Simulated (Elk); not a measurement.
## AlFe3: is a spiral lower than the collinear state?

Aim: the energy of spin spirals in AlFe3 along a path of wavevectors.

Program: Elk 11.2.3 (patched build). Level of theory: LDA (Perdew-Wang); all-electron APW+lo, Dirac cores, scalar-relativistic bands. Results are calculated unless marked as measured.

## 1. Set-up

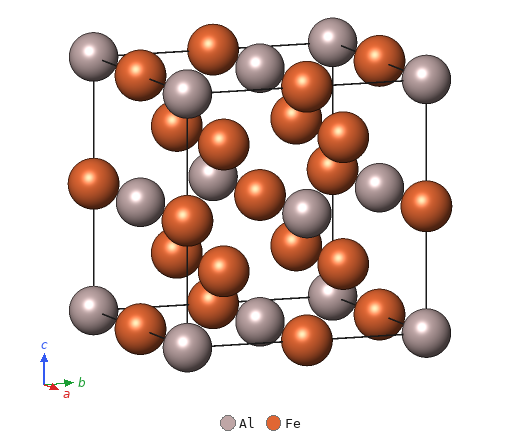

The starting structure, seen slightly off an axis (aluminium light grey, iron orange). This picture shows the conventional cell, with its axes. Some periodic images of atoms are drawn too.

The cell comes from a database of computed structures and need not be the stable phase.

## 2. Run at q = 0

The energies of all spirals count from this run, made with the same spinor basis and mesh so that errors cancel.

The moments start as ferro +++, in the xy plane (a flat spiral, cone angle 90°).

Moments are seeded by fields in the spheres (the last three columns under atoms), set against the wanted direction and reduced each loop.

File elk.in:

```
tasks
  0
  33
  73

xctype
  3

rgkmax
  7.0

nempty
  12

swidth
  0.003

reducebf
  0.5

epsengy
  1e-06

maxscl
  100

lmaxi
  3

spinsprl
  .true.

spinpol
  .true.

vqlss
  0.000000 0.000000 0.000000

sppath
  './'

avec
  0.00000000000 5.45590794523 5.45590794523
  5.45590794523 0.00000000000 5.45590794523
  5.45590794523 5.45590794523 0.00000000000

atoms
  2
  'Al.in'
  1
  0.0000000000 0.0000000000 0.0000000000   0.000000 0.000000 0.000000
  'Fe.in'
  3
  0.5000000000 0.5000000000 0.5000000000   -0.084000 0.000000 0.000000
  0.2500000000 0.2500000000 0.2500000000   -0.084000 0.000000 0.000000
  0.7500000000 0.7500000000 0.7500000000   -0.084000 0.000000 0.000000

ngridk
  8 8 8

plot3d
  0 0 0
  1 0 0
  0 1 0
  0 0 1
  21 21 21
```

Run with:

```bash
> OMP_NUM_THREADS=4 elk
```

Numbers of over 12 decimals in the logs are rounded to 6 here.

The log of the run:

```text
Warning(gndstate): core states of species 1 leak from the muffin-tin :   0.5116134995E-03

--- INFO.OUT ---
┌─────────────────────────┐
│ Elk code version 11.2.3 │
└─────────────────────────┘

All units are atomic (Hartree, Bohr, etc.)

┌─────────────────────────────────────────────────┐
│ Ground-state run starting from atomic densities │
└─────────────────────────────────────────────────┘

Lattice vectors :
   0.000000000       5.455907945       5.455907945
   5.455907945       0.000000000       5.455907945
   5.455907945       5.455907945       0.000000000

Reciprocal lattice vectors :
 -0.5758148204      0.5758148204      0.5758148204
  0.5758148204     -0.5758148204      0.5758148204
  0.5758148204      0.5758148204     -0.5758148204

Unit cell volume      :    324.8112762
Brillouin zone volume :   0.7636748832

Muffin-tin inner radius fraction :   0.1000000000E-01

Nuclei treated as point charges

Species : 1 (Al)
 parameters loaded from : Al.in
 name : aluminium
 nuclear charge    :   -13.00000000
 electronic charge :    13.00000000
 atomic mass :    49184.33496
 muffin-tin radius :    2.200000000
 number of radial points in muffin-tin :    397
 inner part over the whole radius :   0.9634586160E-02
 number on inner part of muffin-tin    :    276
 approximate nuclear radius :   0.5839653600E-04
 number of mesh points to nuclear radius :    122
 atomic positions (lattice), magnetic fields (Cartesian) :
  1 :   0.00000000  0.00000000  0.00000000    0.00000000  0.00000000  0.00000000

Species : 2 (Fe)
 parameters loaded from : Fe.in
 name : iron
 nuclear charge    :   -26.00000000
 electronic charge :    26.00000000
 atomic mass :    101799.2075
 muffin-tin radius :    2.337477441
 number of radial points in muffin-tin :    497
 inner part over the whole radius :   0.9818069762E-02
 number on inner part of muffin-tin    :    350
 approximate nuclear radius :   0.7160107270E-04
 number of mesh points to nuclear radius :    167
 atomic positions (lattice), magnetic fields (Cartesian) :
  1 :   0.50000000  0.50000000  0.50000000   -0.08400000  0.00000000  0.00000000
  2 :   0.25000000  0.25000000  0.25000000   -0.08400000  0.00000000  0.00000000
  3 :  -0.25000000 -0.25000000 -0.25000000   -0.08400000  0.00000000  0.00000000

Total number of atoms per unit cell :    4
Total muffin-tin volume :    205.0937796
 ratio of muffin-tin to unit cell volume :   0.6314244443

Spin treatment :
 spin-polarised
 global magnetic field (Cartesian) :    0.000000000       0.000000000       0.000000000
 non-collinear magnetisation
 spin-spiral state assumed
  q-vector (lattice)   :    0.000000000       0.000000000       0.000000000
  q-vector (Cartesian) :    0.000000000       0.000000000       0.000000000
  q-vector length      :    0.000000000

Number of Bravais lattice symmetries :   48
Number of crystal symmetries         :   48
Crystal has inversion symmetry
Real symmetric eigensolver will be used

k-point grid :      8     8     8
k-point offset :    0.000000000       0.000000000       0.000000000
k-point set is reduced with full crystal symmetry group
Total number of k-points :       29

Muffin-tin radius times maximum |G+k| :    7.000000000
 using average radius
Maximum |G+k| for APW functions       :    3.039371039
Maximum (1/2)|G+k|²                   :    4.618888157
Maximum |G| for potential and density :    12.00000000
Constant for pseudocharge density :    7
 order of it for each species :   14  14
 order of it for pair densities of each species (exact exchange by exxq0 0: 14) :    8  10
Radial integration step length :    1

G-vector grid sizes :     30    30    30
Number of G-vectors :     9409

Maximum angular momentum used for
 APW functions            :    8
 outer part of muffin-tin :    6
 inner part of muffin-tin :    3

Total nuclear charge    :   -91.00000000
Total core charge       :    34.00000000
Total valence charge    :    57.00000000
Total excess charge     :    0.000000000
Total electronic charge :    91.00000000

Effective Wigner radius, rₛ :   0.9480553618

Number of empty states         :     48
Total number of valence states :    154
Total number of core states    :     34

Third-order local-orbitals added for an l without core states : T
Total number of local-orbitals :     79

Exchange-correlation functional :      3     0     0
 Perdew-Wang/Ceperley-Alder, Phys. Rev. B 45, 13244 (1992)
 gradient requirement :    0
 local density approximation (LDA)

Smearing type :    3
 Fermi-Dirac
Smearing width :   0.3000000000E-02
Effective electronic temperature (K) :    947.3250744

Mixing type :    3
 Broyden mixing, J. Phys. A: Math. Gen. 17, L317 (1984)

Kohn-Sham potential initialised from atomic data

┌──────────────────────────────┐
│ Self-consistent loop started │
└──────────────────────────────┘

┌─────────────────┐
│ Loop number : 1 │
└─────────────────┘

Energies :
 Fermi                       :     0.211169
 sum of occupied eigenvalues :     -2339.9326402061
 electron kinetic            :      4099.4178296975
 core electron kinetic       :      3617.7465185215
 Coulomb                     :     -7974.9580066445
 Coulomb potential           :     -6200.0070672734
 nuclear-nuclear             :     -711.86925789725
 electron-nuclear            :     -8352.6377029939
 Hartree                     :      1089.5489542466
 Madelung                    :     -4874.9544730079
 xc potential                :     -238.99290761013
 xc effective B-field        :    -0.302890
 external B-field            :      0.000000
 exchange                    :     -170.90394365755
 correlation                 :     -7.660003
 electron entropic           :    -0.33379265540419E-02
 total energy                :     -4054.1074616788
 (external B-field energy excluded from total)

Density of states at Fermi energy :    115.2566495
 (states/Hartree/unit cell)

Estimated indirect band gap :   0.8531733294E-03
 from k-point 23 to k-point 10
Estimated direct band gap   :   0.5457680401E-02
 at k-point 10

Charges :
 core                        :    34.00000000
 valence                     :    57.00000000
 interstitial                :    4.535504412
 muffin-tins (core leakage)
  species : 1 (Al)
   atom 1                    :    11.32208554     (  0.5500593506E-03)
  species : 2 (Fe)
   atom 1                    :    24.99953773     ( -0.3589482819E-05)
   atom 2                    :    25.07143616     ( -0.3589482757E-05)
   atom 3                    :    25.07143616     ( -0.3589482757E-05)
 total in muffin-tins        :    86.46449559
 total calculated charge     :    90.99888435
 total charge                :    91.00000000
 error                       :   0.1115646791E-02

Moments :
[...]
Fermi                       :     0.211899
 sum of occupied eigenvalues :     -2339.9021038718
 electron kinetic            :      4098.8157490831
 core electron kinetic       :      3617.5077258259
 Coulomb                     :     -7975.0454547766
 Coulomb potential           :     -6199.9844140384
 nuclear-nuclear             :     -711.86925789725
 electron-nuclear            :     -8352.8350128818
 Hartree                     :      1089.6588160025
 Madelung                    :     -4875.0532477573
 xc potential                :     -238.39176247183
 xc effective B-field        :    -0.302780
 external B-field            :      0.000000
 exchange                    :     -170.91076544414
 correlation                 :     -7.660205
 electron entropic           :    -0.33373365540420E-02
 total energy                :     -4054.8040130829
 (external B-field energy excluded from total)

Density of states at Fermi energy :    115.2356734
 (states/Hartree/unit cell)

Estimated indirect band gap :   0.8327833037E-03
 from k-point 25 to k-point 10
Estimated direct band gap   :   0.5448867967E-02
 at k-point 10

Charges :
 core                        :    34.00000000
 valence                     :    57.00000000
 interstitial                :    4.533249062
 muffin-tins (core leakage)
  species : 1 (Al)
   atom 1                    :    11.32266835     (  0.5495300110E-03)
  species : 2 (Fe)
   atom 1                    :    25.00559719     ( -0.3589483086E-05)
   atom 2                    :    25.06924270     ( -0.3589482883E-05)
   atom 3                    :    25.06924270     ( -0.3589482883E-05)
 total in muffin-tins        :    86.46675094
 total calculated charge     :    90.99888522
 total charge                :    91.00000000
 error                       :   0.1114779379E-02

Moments :
 interstitial                :  -0.1418254107      0.3343587898E-07 -0.1838712432E-07
 muffin-tins
  species : 1 (Al)
   atom 1                    :  -0.7530580849E-01  0.1003142414E-07 -0.7638511966E-08
  species : 2 (Fe)
   atom 1                    :    2.405110364     -0.8020138218E-09 -0.2002742905E-07
   atom 2                    :    2.233111888      0.1386728501E-07  0.8329987050E-08
   atom 3                    :    2.233111888      0.1386728492E-07  0.8329987141E-08
 total in muffin-tins        :    6.796028331      0.3696398025E-07 -0.1100596683E-07
 total moment                :    6.654202921      0.7039985922E-07 -0.2939309115E-07

RMS change in Kohn-Sham potential (target) :   0.3366742143     (  0.1000000000E-05)
Absolute change in total energy (target)   :   0.6965514041     (  0.1000000000E-05)

[... loops 3 to 21 left out ...]

┌──────────────────┐
│ Loop number : 22 │
└──────────────────┘

Energies :
 Fermi                       :     0.299793
 sum of occupied eigenvalues :     -2333.3509088521
 electron kinetic            :      4103.3498579217
 core electron kinetic       :      3618.5006213173
 Coulomb                     :     -7978.2661574655
 Coulomb potential           :     -6200.1313077414
 nuclear-nuclear             :     -711.86925789725
 electron-nuclear            :     -8359.1105917267
 Hartree                     :      1092.7136921585
 Madelung                    :     -4878.2005035948
 xc potential                :     -236.33013966046
 xc effective B-field        :    -0.239320
 external B-field            :      0.000000
 exchange                    :     -171.08970202523
 correlation                 :     -7.670570
 electron entropic           :    -0.31731822474914E-02
 total energy                :     -4053.6797443591
 (external B-field energy excluded from total)

Density of states at Fermi energy :    104.4474150
 (states/Hartree/unit cell)

Estimated indirect band gap :   0.2120590459E-03
 from k-point 4 to k-point 10
Estimated direct band gap   :   0.4520854893E-02
 at k-point 10

Charges :
 core                        :    34.00000000
 valence                     :    57.00000000
 interstitial                :    4.476074582
 muffin-tins (core leakage)
  species : 1 (Al)
   atom 1                    :    11.40178064     (  0.5116134998E-03)
  species : 2 (Fe)
   atom 1                    :    25.00305006     ( -0.3589482896E-05)
   atom 2                    :    25.05954736     ( -0.3589483040E-05)
   atom 3                    :    25.05954736     ( -0.3589483040E-05)
 total in muffin-tins        :    86.52392542
 total calculated charge     :    90.99892908
 total charge                :    91.00000000
 error                       :   0.1070916480E-02

Moments :
 interstitial                :  -0.1294646980      0.7173609254E-05 -0.1766318727E-05
 muffin-tins
  species : 1 (Al)
   atom 1                    :  -0.6995248207E-01  0.3144832004E-05 -0.1394836377E-05
  species : 2 (Fe)
   atom 1                    :    2.378367415     -0.3853467815E-04 -0.7007950187E-05
   atom 2                    :    1.831079866     -0.2660905168E-04  0.9993831162E-05
   atom 3                    :    1.831079866     -0.2660905168E-04  0.9993831162E-05
 total in muffin-tins        :    5.970574665     -0.8860794950E-04  0.1158487576E-04
 total moment                :    5.841109967     -0.8143434025E-04  0.9818557033E-05

RMS change in Kohn-Sham potential (target) :   0.4110646544E-07 (  0.1000000000E-05)
Absolute change in total energy (target)   :   0.2948954716E-06 (  0.1000000000E-05)

Convergence targets achieved

┌──────────────────┐
│ Loop number : 23 │
└──────────────────┘

Energies :
 Fermi                       :     0.299793
 sum of occupied eigenvalues :     -2333.3509114957
 electron kinetic            :      4103.3498567840
 core electron kinetic       :      3618.5006192276
 Coulomb                     :     -7978.2661596718
 Coulomb potential           :     -6200.1313073035
 nuclear-nuclear             :     -711.86925789725
 electron-nuclear            :     -8359.1105966347
 Hartree                     :      1092.7136948602
 Madelung                    :     -4878.2005060201
 xc potential                :     -236.33014168542
 xc effective B-field        :    -0.239319
 external B-field            :      0.000000
 exchange                    :     -171.08970194698
 correlation                 :     -7.670570
 electron entropic           :    -0.31731875079895E-02
 total energy                :     -4053.6797476642
 (external B-field energy excluded from total)

Density of states at Fermi energy :    104.4475706
 (states/Hartree/unit cell)

Estimated indirect band gap :   0.2120758060E-03
 from k-point 4 to k-point 10
Estimated direct band gap   :   0.4520868651E-02
 at k-point 10

Charges :
 core                        :    34.00000000
 valence                     :    57.00000000
 interstitial                :    4.476074475
 muffin-tins (core leakage)
  species : 1 (Al)
   atom 1                    :    11.40178063     (  0.5116134995E-03)
  species : 2 (Fe)
   atom 1                    :    25.00305027     ( -0.3589482835E-05)
   atom 2                    :    25.05954731     ( -0.3589483171E-05)
   atom 3                    :    25.05954731     ( -0.3589483171E-05)
 total in muffin-tins        :    86.52392553
 total calculated charge     :    90.99892908
 total charge                :    91.00000000
 error                       :   0.1070916499E-02

Moments :
 interstitial                :  -0.1294623364      0.7288248299E-05 -0.1780631106E-05
 muffin-tins
  species : 1 (Al)
   atom 1                    :  -0.6995216657E-01  0.3206528624E-05 -0.1403272023E-05
  species : 2 (Fe)
   atom 1                    :    2.378367942     -0.4060394227E-04 -0.6840073795E-05
   atom 2                    :    1.831077707     -0.2822339246E-04  0.1025102260E-04
   atom 3                    :    1.831077707     -0.2822339246E-04  0.1025102260E-04
 total in muffin-tins        :    5.970571188     -0.9384419856E-04  0.1225869939E-04
 total moment                :    5.841108852     -0.8655595027E-04  0.1047806829E-04

┌──────────────────────────────┐
│ Self-consistent loop stopped │
└──────────────────────────────┘

Warning : core states of species 1 leak from the muffin-tin :   0.5116134995E-03

Wrote STATE.OUT
```

Run time: 2.2 min. Hardware: 4 threads of Arm Neoverse V2, shared host; peak memory 0.29 GiB; 8.1 min of CPU time.

Spin moment in the muffin-tin sphere by atom:

| atom | x (μB) | y (μB) | z (μB) | size |
| --- | --- | --- | --- | --- |
| Al1 | -0.07 | 0.00 | 0.00 | 0.07 |
| Fe2 | 2.38 | 0.00 | 0.00 | 2.38 |
| Fe3 | 1.83 | 0.00 | 0.00 | 1.83 |
| Fe4 | 1.83 | 0.00 | 0.00 | 1.83 |

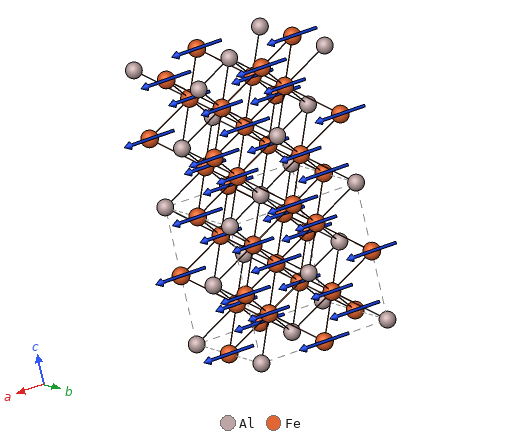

Spin moment in the muffin-tin sphere as arrows, the longest 2.38 μB. 1×1×2 conventional cells are drawn. Some periodic images of atoms are drawn too.

Numbers from this step:

```yaml
density_of_states_at_the_fermi_level: 3.838 states/eV/cell
moment_between_the_spheres: -0.1295, 0, 0 μB
magnetization: 5.841, 0, 0 μB
final_state: ferromagnetic
```

After 23 cycles the largest moment stands at 2.38 μB.

(Continued in part 2 of 2.)

[Logs and program files are shortened in this print: banners, set-up blocks, solver, clock and traceback lines can be left out without a mark of their own.]

[Logs are printed without paths, hosts, clocks, repeated set-up lines and the standing remarks that a program may print on its own settings, such as how far it seeks lower states.]

[Hosts, paths, dates, database ids (printed as entryN), source tags and the programs' standing remarks are cut or masked in the printed files.]

[Where a cell is said to come from a database of computed structures, the database is the Materials Project.]
